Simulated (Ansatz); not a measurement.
# FGeHO (SMILES [OH][Ge][F]): what the fields show

Input

```
crystal:
  periodic: [false, false, false]
  atoms:
    - {symbol: F, position_ang: [-0.271103, -0.888624, 0.375037]}
    - {symbol: Ge, position_ang: [-1.397562, -1.729294, 1.420521]}
    - {symbol: O, position_ang: [-2.484663, -2.226727, 0.097125]}
    - {symbol: H, position_ang: [-3.245467, -2.740992, 0.404612]}
basis:
  gaussian: {orbitals: def2-TZVPD}
magnetization: {spin_polarized: false, initial_magnetization: 0}
hamiltonian: {xc: {name: PBE0}}
output: {forces: true, orbitals: {seedname: orbitals}}
```

Command:

```sh
ansatz run input.yaml --threads 1 --pin off --max-ram 2610MiB --events-out events.jsonl --progress --plain --runs-dir runs
```

Geometry: r2SCAN-D4/def2-SVP.

The calculation used Ansatz, isolated molecule in a Gaussian basis; Kohn-Sham density functional theory, functional PBE0.

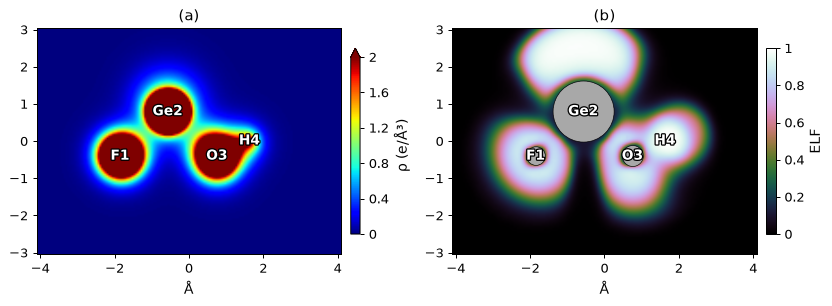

Figure 1. (a) electron density; (b) ELF on the molecular plane. Grey discs cover the atomic cores in the ELF map.

Q: Interpret the plot.

A: The section cuts through F, Ge, O and H sites. Ge–F (1.75 Å): the density is about 0.94 e/Å³ at the midpoint; the ELF peaks at about 0.80 in the valence shell of F, 0.5 Å from its nucleus, and is about 0.25 at the midpoint. Ge–O (1.78 Å): the density is about 0.98 e/Å³ at the midpoint; the ELF peaks at about 0.85 in the valence shell of O, 0.6 Å from its nucleus, and is about 0.30 at the midpoint. O–H (0.97 Å): ρ is about 3.7 e/Å³ halfway; the ELF climbs to about 1 towards the hydrogen, as it does in any bond to H (a covalent bond by its length). The ELF also peaks beside O3 and F1, away from the bonds: lone-pair regions.

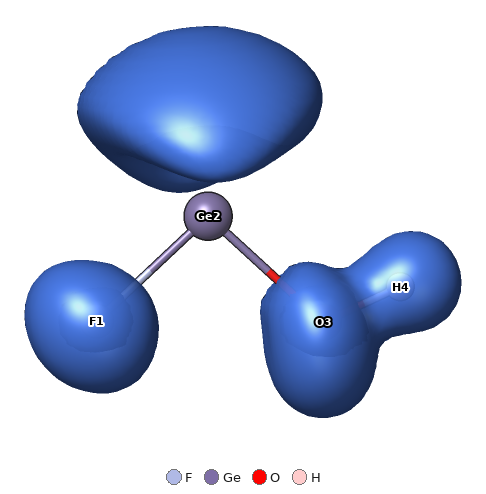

Figure 2. Isosurface of the electron localisation function at 0.75 (blue), seen across its widest extent. Core shells and regions of very low density are left out.

Q: Where are the electrons localised?

A: The ELF exceeds this value in one lobe on Ge, pointing away from the bonds (lone pairs), one region wrapped around F (its valence shell) and one joined region spread over several atoms (H, O), in which their bonds and any lone pairs are merged.

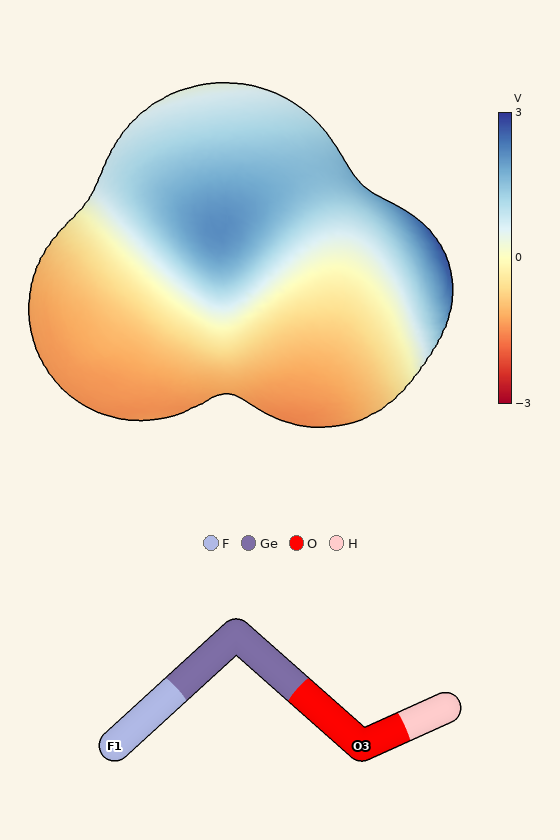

Figure 3. The molecular electrostatic potential painted on the density surface at 0.002 e/bohr³, seen at a tilt; red is negative and blue positive. The bare structure is drawn below in the same view.

Q: Which sites attract a positive test charge, and which a negative one?

A: A positive charge is drawn to the negative regions and a negative charge to the positive ones. The most negative region (about −1.5 V, or −35 kcal/mol for a unit charge) lies over F1 and O3, the most positive (about +2.7 V, or +62 kcal/mol for a unit charge) over H4.
